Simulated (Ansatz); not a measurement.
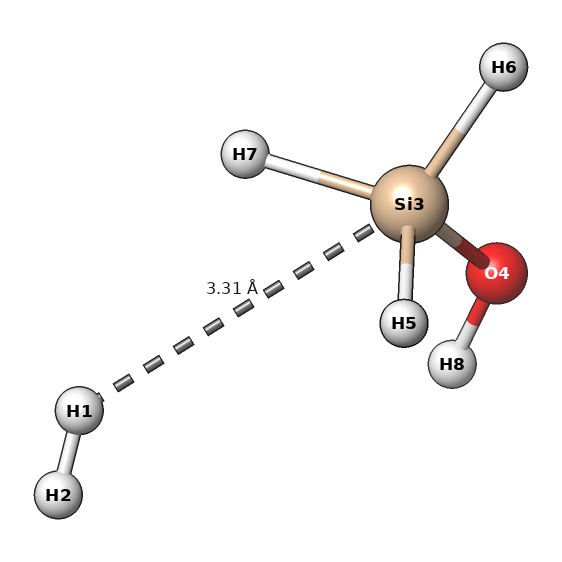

Two molecules or ions; the broken line marks their closest contact (measured against van der Waals radii). Geometry: a pair of rigid molecules at a changed separation. Program: Ansatz 0.2.0.

Q: Which two species are they?

A: H2 and H4OSi (`O[SiH3].[H][H]`).

Give the counterpoise-corrected interaction energy (kJ/mol, monomers kept as in the pair) with RHF-CCSD(T) (frozen core)/def2-TZVPPD; r2SCAN-D4/def2-TZVPPD; PBE0-D4/def2-TZVPPD.

| level | interaction energy (kJ/mol) |
| --- | --- |
| RHF-CCSD(T) (frozen core)/def2-TZVPPD | −0.9 |
| r2SCAN-D4/def2-TZVPPD | −0.5 |
| PBE0-D4/def2-TZVPPD | −2.0 |
